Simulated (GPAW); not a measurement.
**Does CrIn15P16 (InP32 Cr1) carry moments in GPAW?**

Aim: find out whether CrIn15P16 (InP32 Cr1) carries moments when they start parallel, and what they gain.

Method: PBE; plane waves with GPAW's PAW setups, scalar-relativistic, in GPAW 26.7.0.

### Step 1. Starting point

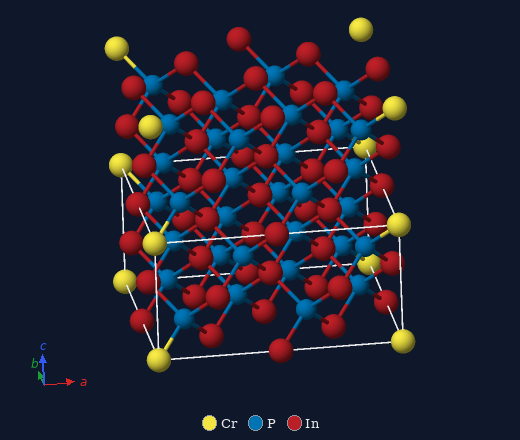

Start, viewed slightly off an axis; chromium yellow, phosphorus blue, indium red. 1×1×2 cells are drawn. Bonds to atoms that aren't drawn are left out. Some periodic images of atoms are drawn too.

The cell is a made-up one and need not be a known phase.

### Step 2. Start 1: ferro +

The parallel start comes first: it fits the smallest cell, keeps the most symmetry and shows whether parallel moments form.

File order1.py:

```python
import json
import numpy as np
from ase import Atoms
from ase.parallel import paropen, parprint
from gpaw import GPAW

atoms = Atoms(['Cr', 'P', 'In', 'P', 'In', 'P', 'In', 'P', 'In', 'P', 'In', 'P', 'In', 'P', 'In', 'P', 'In', 'P', 'In', 'P', 'In', 'P', 'In', 'P', 'In', 'P', 'In', 'P', 'In', 'P', 'In', 'P'],
    cell=[[11.738, 0.0, 0.0],
         [0.0, 11.738, 0.0],
         [0.0, 0.0, 5.869]],
    scaled_positions=[[0.0, 0.0, 0.0],
         [0.125, 0.125, 0.25],
         [0.0, 0.25, 0.5],
         [0.125, 0.375, 0.75],
         [0.25, 0.0, 0.5],
         [0.375, 0.125, 0.75],
         [0.25, 0.25, 0.0],
         [0.375, 0.375, 0.25],
         [0.0, 0.5, 0.0],
         [0.125, 0.625, 0.25],
         [0.0, 0.75, 0.5],
         [0.125, 0.875, 0.75],
         [0.25, 0.5, 0.5],
         [0.375, 0.625, 0.75],
         [0.25, 0.75, 0.0],
         [0.375, 0.875, 0.25],
         [0.5, 0.0, 0.0],
         [0.625, 0.125, 0.25],
         [0.5, 0.25, 0.5],
         [0.625, 0.375, 0.75],
         [0.75, 0.0, 0.5],
         [0.875, 0.125, 0.75],
         [0.75, 0.25, 0.0],
         [0.875, 0.375, 0.25],
         [0.5, 0.5, 0.0],
         [0.625, 0.625, 0.25],
         [0.5, 0.75, 0.5],
         [0.625, 0.875, 0.75],
         [0.75, 0.5, 0.5],
         [0.875, 0.625, 0.75],
         [0.75, 0.75, 0.0],
         [0.875, 0.875, 0.25]],
    pbc=True,
    magmoms=[3.0, 0.0, 0.0, 0.0, 0.0, 0.0, 0.0, 0.0, 0.0, 0.0, 0.0, 0.0, 0.0, 0.0, 0.0, 0.0, 0.0, 0.0, 0.0, 0.0, 0.0, 0.0, 0.0, 0.0, 0.0, 0.0, 0.0, 0.0, 0.0, 0.0, 0.0, 0.0])
atoms.calc = GPAW(mode={'name': 'pw', 'ecut': 450},
    xc='PBE',
    kpts={'size': (3, 3, 5), 'gamma': True},
    occupations={'name': 'fermi-dirac', 'width': 0.05},
    convergence={'density': 1e-05, 'energy': 1e-05},
    maxiter=200,
    mixer={'name': 'pulay', 'beta': 0.05, 'nmaxold': 6, 'weight': 50},
    symmetry={'tolerance': 1e-4},
    txt='order1.txt')
e = atoms.get_potential_energy(force_consistent=True)
res = {'free_energy': e, 'energy_sigma0': atoms.get_potential_energy(), 'fermi_energy': atoms.calc.get_fermi_level()}
res['moments'] = atoms.get_magnetic_moments().tolist()
res['total'] = atoms.get_magnetic_moment()
parprint('site moments (muB):', np.round(res['moments'], 3))
parprint(f"total moment: {res['total']:.3f} muB")
parprint(f'free energy: {e:.6f} eV')
atoms.calc.write('order1.gpw')
with paropen('results.json', 'w') as f:
    json.dump(res, f)
```

On the command line:

```
$ OMP_NUM_THREADS=1 mpirun -n 4 gpaw python order1.py > order1.log
```

Numbers of over 12 decimals in the logs are rounded to 6 here.

The log of the run:

```text
site moments (muB): [ 3.033e+00 -5.700e-02  5.000e-03 -6.000e-03  5.000e-03 -6.000e-03
  3.000e-03 -7.000e-03 -0.000e+00 -6.000e-03  5.000e-03 -5.700e-02
 -0.000e+00 -7.000e-03  3.000e-03 -6.000e-03 -0.000e+00 -6.000e-03
 -0.000e+00 -7.000e-03  5.000e-03 -5.700e-02  3.000e-03 -6.000e-03
 -0.000e+00 -7.000e-03 -0.000e+00 -6.000e-03 -0.000e+00 -6.000e-03
  3.000e-03 -5.700e-02]
total moment: 3.000 muB
free energy: -142.135815 eV

--- order1.txt ---
Input parameters:
  mode=PW(ecut=450),
  convergence={'density': 1e-05, 'energy': 1e-05},
  kpts=MonkhorstPack(size=(3, 3, 5), gamma=True),
  maxiter=200,
  mixer=Pulay(name='pulay', nmaxold=6, beta=0.05, weight=50, sigma=0.015, g_ss=None),
  occupations=Occupations(name='fermi-dirac', width=0.05),
  symmetry=Symmetry(tolerance=0.0001),
  xc=XC(name='PBE')

Diagonalizing LCAO Hamiltonian
Converting LCAO to pw mode
        .----------------------------.
       /|                            |
      / |                            |
     /  |  P             P           |
    /   |       P              P     |
   /  In|            In              |
  /    P|         P   P          P   |
 *      .---In------------In---------.
 |     / P   P          P  P        /
 | In /       In In         In     /
 |   /         P             P    /
 |  /nP In         IP  In        /
 | /      In            In      /
 |/                            /
 Cr------------In-------------*

Atoms  # Å, Bohr magnetons
|    | symbol |         x |         y |        z |    initial magnetic moments |
|----|--------|-----------|-----------|----------|-----------------------------|
|  0 |     Cr |  0.000000 |  0.000000 | 0.000000 | ( 0.0000,  0.0000,  3.0000) |
|  1 |      P |  1.467250 |  1.467250 | 1.467250 | ( 0.0000,  0.0000,  0.0000) |
|  2 |     In |  0.000000 |  2.934500 | 2.934500 | ( 0.0000,  0.0000,  0.0000) |
|  3 |      P |  1.467250 |  4.401750 | 4.401750 | ( 0.0000,  0.0000,  0.0000) |
|  4 |     In |  2.934500 |  0.000000 | 2.934500 | ( 0.0000,  0.0000,  0.0000) |
|  5 |      P |  4.401750 |  1.467250 | 4.401750 | ( 0.0000,  0.0000,  0.0000) |
|  6 |     In |  2.934500 |  2.934500 | 0.000000 | ( 0.0000,  0.0000,  0.0000) |
|  7 |      P |  4.401750 |  4.401750 | 1.467250 | ( 0.0000,  0.0000,  0.0000) |
|  8 |     In |  0.000000 |  5.869000 | 0.000000 | ( 0.0000,  0.0000,  0.0000) |
|  9 |      P |  1.467250 |  7.336250 | 1.467250 | ( 0.0000,  0.0000,  0.0000) |
| 10 |     In |  0.000000 |  8.803500 | 2.934500 | ( 0.0000,  0.0000,  0.0000) |
| 11 |      P |  1.467250 | 10.270750 | 4.401750 | ( 0.0000,  0.0000,  0.0000) |
| 12 |     In |  2.934500 |  5.869000 | 2.934500 | ( 0.0000,  0.0000,  0.0000) |
| 13 |      P |  4.401750 |  7.336250 | 4.401750 | ( 0.0000,  0.0000,  0.0000) |
| 14 |     In |  2.934500 |  8.803500 | 0.000000 | ( 0.0000,  0.0000,  0.0000) |
| 15 |      P |  4.401750 | 10.270750 | 1.467250 | ( 0.0000,  0.0000,  0.0000) |
| 16 |     In |  5.869000 |  0.000000 | 0.000000 | ( 0.0000,  0.0000,  0.0000) |
| 17 |      P |  7.336250 |  1.467250 | 1.467250 | ( 0.0000,  0.0000,  0.0000) |
| 18 |     In |  5.869000 |  2.934500 | 2.934500 | ( 0.0000,  0.0000,  0.0000) |
| 19 |      P |  7.336250 |  4.401750 | 4.401750 | ( 0.0000,  0.0000,  0.0000) |
| 20 |     In |  8.803500 |  0.000000 | 2.934500 | ( 0.0000,  0.0000,  0.0000) |
| 21 |      P | 10.270750 |  1.467250 | 4.401750 | ( 0.0000,  0.0000,  0.0000) |
| 22 |     In |  8.803500 |  2.934500 | 0.000000 | ( 0.0000,  0.0000,  0.0000) |
| 23 |      P | 10.270750 |  4.401750 | 1.467250 | ( 0.0000,  0.0000,  0.0000) |
| 24 |     In |  5.869000 |  5.869000 | 0.000000 | ( 0.0000,  0.0000,  0.0000) |
| 25 |      P |  7.336250 |  7.336250 | 1.467250 | ( 0.0000,  0.0000,  0.0000) |
| 26 |     In |  5.869000 |  8.803500 | 2.934500 | ( 0.0000,  0.0000,  0.0000) |
| 27 |      P |  7.336250 | 10.270750 | 4.401750 | ( 0.0000,  0.0000,  0.0000) |
| 28 |     In |  8.803500 |  5.869000 | 2.934500 | ( 0.0000,  0.0000,  0.0000) |
| 29 |      P | 10.270750 |  7.336250 | 4.401750 | ( 0.0000,  0.0000,  0.0000) |
| 30 |     In |  8.803500 |  8.803500 | 0.000000 | ( 0.0000,  0.0000,  0.0000) |
| 31 |      P | 10.270750 | 10.270750 | 1.467250 | ( 0.0000,  0.0000,  0.0000) |

Unit cell  # Å
| periodic |         x |         y |        z |   lengths |    angles |
|----------|-----------|-----------|----------|-----------|-----------|
|      yes | 11.738000 |  0.000000 | 0.000000 | 11.738000 | 90.000000 |
|      yes |  0.000000 | 11.738000 | 0.000000 | 11.738000 | 90.000000 |
|      yes |  0.000000 |  0.000000 | 5.869000 |  5.869000 | 90.000000 |

Number of symmetries: 8

BZ-sampling:
  Number of BZ points: 45
  Number of IBZ points: 9

  Monkhorst-Pack size: [3, 3, 5]
  Monkhorst-Pack shift: [0, 0, 0]

K-points  # in reciprocal-cell coordinates
|   |                                coordinates |     weight |
|---|--------------------------------------------|------------|
| 0 | (  0.00000000,   0.00000000,   0.00000000) | 0.02222222 |
| 1 | (  0.00000000,   0.00000000,   0.20000000) | 0.04444444 |
| 2 | (  0.00000000,   0.00000000,   0.40000000) | 0.04444444 |
| 3 | (  0.33333333,   0.00000000,   0.00000000) | 0.08888889 |
| 4 | (  0.33333333,   0.00000000,   0.20000000) | 0.17777778 |
| 5 | (  0.33333333,   0.00000000,   0.40000000) | 0.17777778 |
| 6 | (  0.33333333,   0.33333333,   0.00000000) | 0.08888889 |
| 7 | (  0.33333333,   0.33333333,   0.20000000) | 0.17777778 |
| 8 | (  0.33333333,   0.33333333,   0.40000000) | 0.17777778 |

Plane wave coefficients: 17550
Cutoff: 450.000000 eV

Spin-components: 2 (collinear spins)
Bands:           175
Projectors:      176
Spin-degeneracy: 1
Datatype:        complex128

Parallelization:
  kpt:    4
  domain: 1
  band:   1

Density:
  Valence electrons: 281.0
  Components: 2
  Grid points: [60 60 30]
  Charge: 0.0  # |e|

Potential:
  Grid points: [60 60 30]

species:
  Cr:
    name:    Chromium
    Z:       24.0
    valence: 6
    core:    18
    charge:  0.0  # [|e|]
    compensation charges:
      type: gauss
      rc: 0.35  # [Å]
      lmax: 2
    cutoffs:
      filter: 2.14  # [Å]
      core: 3.04  # [Å]
    projectors
    | kind |    occ | energy [eV] | rcut [Å] |
    |------|--------|-------------|----------|
    |   4s |  1.000 |      -4.007 |    1.164 |
    |   4p |  0.000 |      -0.989 |    1.217 |
    |   3d |  5.000 |      -2.913 |    1.111 |
    |    s |        |      23.205 |    1.164 |
    |    p |        |      26.223 |    1.217 |
    |    d |        |      24.299 |    1.111 |

    Using partial waves for Cr as LCAO basis

  P:
    name:    Phosphorus
    Z:       15.0
    valence: 5
    core:    10
    charge:  0.0  # [|e|]
    compensation charges:
      type: gauss
      rc: 0.30  # [Å]
      lmax: 2
    cutoffs:
      filter: 1.69  # [Å]
      core: 1.81  # [Å]
    projectors
    | kind |    occ | energy [eV] | rcut [Å] |
    |------|--------|-------------|----------|
    |   3s |  2.000 |     -13.968 |    0.953 |
    |   3p |  3.000 |      -5.506 |    0.953 |
    |    s |        |      13.244 |    0.953 |
    |    p |        |      21.705 |    0.953 |
    |    d |        |       0.000 |    0.953 |

    Using partial waves for P as LCAO basis

  In:
    name:    Indium
    Z:       49.0
    valence: 13
    core:    36
    charge:  0.0  # [|e|]
    compensation charges:
      type: gauss
      rc: 0.36  # [Å]
      lmax: 2
    cutoffs:
      filter: 2.09  # [Å]
      core: 2.48  # [Å]
    projectors
    | kind |    occ | energy [eV] | rcut [Å] |
    |------|--------|-------------|----------|
    |   5s |  2.000 |      -8.203 |    1.185 |
    |   5p |  1.000 |      -2.521 |    1.244 |
    |   4d | 10.000 |     -18.629 |    1.148 |
    |    s |        |      19.008 |    1.185 |
    |    p |        |      24.691 |    1.244 |
    |    d |        |       8.583 |    1.148 |

    Using partial waves for In as LCAO basis

Reference energy: -2577060.290891  # eV

eigensolver:
  PPCG
  Converge bands: occupied
  niter=2

density mixing:
  Pulay-Mixer
  Linear mixing parameters: 0.05
  Old densities: 6
  Fourier metric: weight=50, sigma=0.015

occupation numbers:
  Fermi-Dirac:
    width: 0.0500  # eV

poisson solver:
  ecut: 3600.000000  # eV

xc functional:
  name: PBE with 2 nearest neighbor stencil

convergence criteria:
- Maximum integral of absolute [dens]ity change: 1e-05 electrons / valence electron
- Maximum [total energy] change in last 3 cyles: 1e-05 eV / valence electron
- Maximum integral of absolute [eigenst]ate change: 4e-08 eV^2 / valence electron
maximum number of iterations: 200

SCF iterations
|iter     |      energy | eigst |  dens |  magmom |
|---------|-------------|-------|-------|---------|
|iter:   1|       0s | -148.519785 | -0.20 |       |  +2.9885|
|iter:   2|      42s | -146.053690 | -1.38 | -1.06 |  +2.9896|
|iter:   3|      83s | -145.002683 | -2.33 | -1.12 |  +2.9902|
|iter:   4|     124s | -142.025165 | -1.14 | -1.16 |  +2.9946|
|iter:   5|     166s | -142.063300 | -2.43 | -1.51 |  +2.9954|
|iter:   6|     207s | -142.193023 | -2.87 | -1.56 |  +2.9976|
|iter:   7|     248s | -142.107786 | -2.82 | -1.79 |  +2.9992|
|iter:   8|     289s | -142.104828 | -3.43 | -2.20 |  +3.0002|
|iter:   9|     330s | -142.103793 | -4.35 | -2.50 |  +3.0002|
|iter:  10|     371s | -142.100684 | -4.31 | -2.57 |  +2.9999|
|iter:  11|     412s | -142.103356 | -4.78 | -2.72 |  +3.0001|
|iter:  12|     453s | -142.103748 | -5.67 | -2.94 |  +3.0001|
|iter:  13|     493s | -142.104591c| -5.65 | -2.97 |  +3.0001|
|iter:  14|     533s | -142.105270c| -5.68 | -3.06 |  +3.0001|
|iter:  15|     573s | -142.106048c| -5.44 | -3.17 |  +3.0001|
|iter:  16|     613s | -142.106250c| -6.05 | -3.40 |  +3.0000|
|iter:  17|     654s | -142.106302c| -6.80 | -3.54 |  +3.0000|
|iter:  18|     694s | -142.106492c| -6.20 | -3.60 |  +3.0000|
|iter:  19|     734s | -142.106519c| -6.72 | -3.85 |  +3.0000|
|iter:  20|     774s | -142.106527c| -7.58c| -3.91 |  +3.0000|
|iter:  21|     814s | -142.106548c| -7.26 | -3.94 |  +3.0000|
|iter:  22|     834s | -142.106552c| -7.82c| -4.10 |  +3.0000|
|iter:  23|     874s | -142.106561c| -7.71c| -4.15 |  +3.0000|
|iter:  24|     894s | -142.106562c| -8.32c| -4.30 |  +3.0000|
|iter:  25|     934s | -142.106570c| -7.78c| -4.33 |  +3.0000|
|iter:  26|     953s | -142.106570c| -8.32c| -4.69 |  +3.0000|
|iter:  27|     972s | -142.106571c| -8.15c| -4.75 |  +3.0000|
|iter:  28|     992s | -142.106572c| -8.47c| -4.99 |  +3.0000|
|iter:  29|    1011s | -142.106572c| -8.66c| -5.05c|  +3.0000|

Converged in 29 steps
Energy contributions relative to reference atoms: (reference = -2577060.290891)

Energy contributions:
  Kinetic:         325.597819
  Coulomb:        -304.650474
  Zero:              3.088881
  External:          0.000000
  Xc:             -166.113554
  Entropy:          -0.058487
  Spinorbit:         0.000000
  ----------------------------
  Free energy:    -142.135815
  Extrapolated:   -142.106572

dipole moment: (-146.571181, -146.571181, -152.114784)  # |e|*Ang

Total magnetic moment: (0.000000, 0.000000, 3.000019)

Local magnetic moments
|        x |        y |         z |
|----------|----------|-----------|
| 0.000000 | 0.000000 |  3.032794 |  # Cr   0
| 0.000000 | 0.000000 | -0.057008 |  # P    1
| 0.000000 | 0.000000 |  0.005283 |  # In   2
| 0.000000 | 0.000000 | -0.005782 |  # P    3
| 0.000000 | 0.000000 |  0.005283 |  # In   4
| 0.000000 | 0.000000 | -0.005782 |  # P    5
| 0.000000 | 0.000000 |  0.002831 |  # In   6
| 0.000000 | 0.000000 | -0.007212 |  # P    7
| 0.000000 | 0.000000 | -0.000047 |  # In   8
| 0.000000 | 0.000000 | -0.005782 |  # P    9
| 0.000000 | 0.000000 |  0.005283 |  # In  10
| 0.000000 | 0.000000 | -0.057008 |  # P   11
| 0.000000 | 0.000000 | -0.000025 |  # In  12
| 0.000000 | 0.000000 | -0.007212 |  # P   13
| 0.000000 | 0.000000 |  0.002831 |  # In  14
| 0.000000 | 0.000000 | -0.005782 |  # P   15
[...]
| 0.000000 | 0.000000 |  0.002831 |  # In  22
| 0.000000 | 0.000000 | -0.005782 |  # P   23
| 0.000000 | 0.000000 | -0.000345 |  # In  24
| 0.000000 | 0.000000 | -0.007212 |  # P   25
| 0.000000 | 0.000000 | -0.000025 |  # In  26
| 0.000000 | 0.000000 | -0.005782 |  # P   27
| 0.000000 | 0.000000 | -0.000025 |  # In  28
| 0.000000 | 0.000000 | -0.005782 |  # P   29
| 0.000000 | 0.000000 |  0.002831 |  # In  30
| 0.000000 | 0.000000 | -0.057008 |  # P   31

Fermi level: 5.073
Eigenvalues  # (at kpt = [0.000, 0.000, 0.000])
| band index |      eig [eV] | occ [0-1] |      eig [eV] | occ [0-1] |
|------------|---------------|-----------|---------------|-----------|
|          0 |        -9.529 |     1.000 |        -9.530 |     1.000 |
|        ... |               |           |               |           |
|        132 |         3.498 |     1.000 |         3.676 |     1.000 |
|        133 |         3.581 |     1.000 |         3.725 |     1.000 |
|        134 |         3.581 |     1.000 |         3.725 |     1.000 |
|        135 |         3.749 |     1.000 |         3.729 |     1.000 |
|        136 |         3.832 |     1.000 |         4.596 |     1.000 |
|        137 |         4.096 |     1.000 |         4.610 |     1.000 |
|        138 |         4.254 |     1.000 |         4.610 |     1.000 |
|        139 |         4.351 |     1.000 |         5.589 |     0.000 |
|        140 |         4.351 |     1.000 |         6.364 |     0.000 |
|        141 |         5.328 |     0.006 |         6.407 |     0.000 |
|        142 |         5.394 |     0.002 |         6.415 |     0.000 |
|        143 |         5.394 |     0.002 |         6.452 |     0.000 |
|        144 |         5.568 |     0.000 |         6.452 |     0.000 |
|        145 |         6.649 |     0.000 |         7.048 |     0.000 |
|        146 |         6.649 |     0.000 |         7.100 |     0.000 |
|        147 |         6.654 |     0.000 |         7.100 |     0.000 |
|        ... |               |           |               |           |
|        174 |         9.866 |     0.000 |         9.877 |     0.000 |

No gap
No difference between direct/indirect transitions
```

Run time: 18 min. Hardware: 4 MPI ranks of Arm Neoverse V2, shared host; peak memory 3.1 GiB; 71 min of CPU time.

Spin moment in the augmentation sphere by element, in μB:

```tsv
element	atoms	mean	spread (r.m.s.)	least	largest
Cr	1	3.03	0.00	3.03	3.03
P	16	-0.02	0.02	-0.06	-0.01
In	15	0.00	0.00	0.00	0.01
```

The atoms farthest from the mean of their element:

```tsv
atom	x, y, z (Å)	spin moment in the augmentation sphere (μB)
P2	1.47, 1.47, 1.47	-0.06
P12	1.47, 10.27, 4.40	-0.06
P32	10.27, 10.27, 1.47	-0.06
P22	10.27, 1.47, 4.40	-0.06
P10	1.47, 7.34, 1.47	-0.01
P16	4.40, 10.27, 1.47	-0.01
P6	4.40, 1.47, 4.40	-0.01
P4	1.47, 4.40, 4.40	-0.01
```

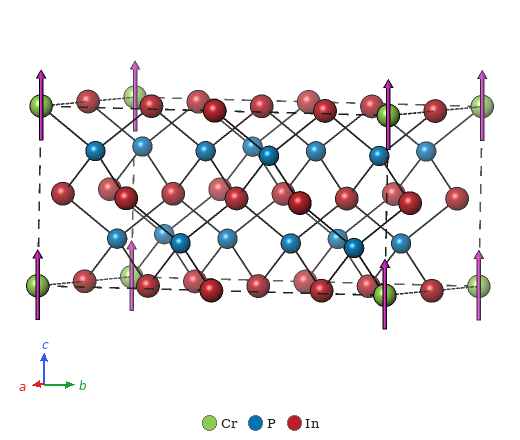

Spin moment in the augmentation sphere as arrows, the longest 3.03 μB. Up and down stand for the sign. Arrows give size and sign along the axis of quantisation, drawn up and down the page. Bonds to atoms that aren't drawn are left out. Some periodic images of atoms are drawn too.

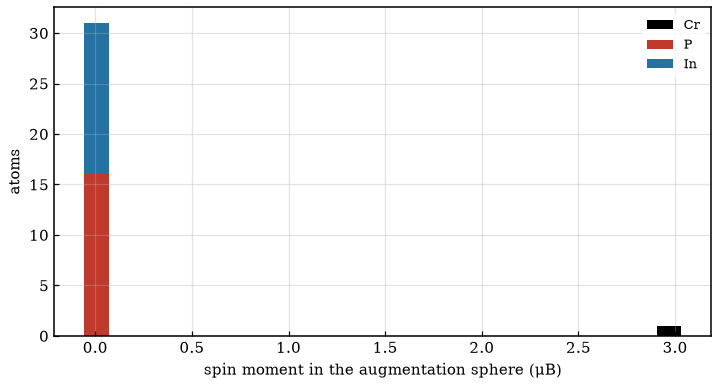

Spin moment in the augmentation sphere as a stacked histogram.

This step gave:

| Item | Value |
| --- | --- |
| magnetization | 3.000 μB |
| final state | ferromagnetic |

After 29 cycles the largest moment stands at 3.03 μB.

(Part 1 of 2 ends here.)

[Logs and program files are shortened in this print: banners, set-up blocks, solver, clock and traceback lines can be left out without a mark of their own.]

[Logs are printed without paths, hosts, clocks, repeated set-up lines and the standing remarks that a program may print on its own settings, such as how far it seeks lower states.]

[Hosts, paths, dates, database ids (printed as entryN), source tags and the programs' standing remarks are cut or masked in the printed files.]

[Where a cell is said to come from a database of computed structures, the database is the Materials Project.]
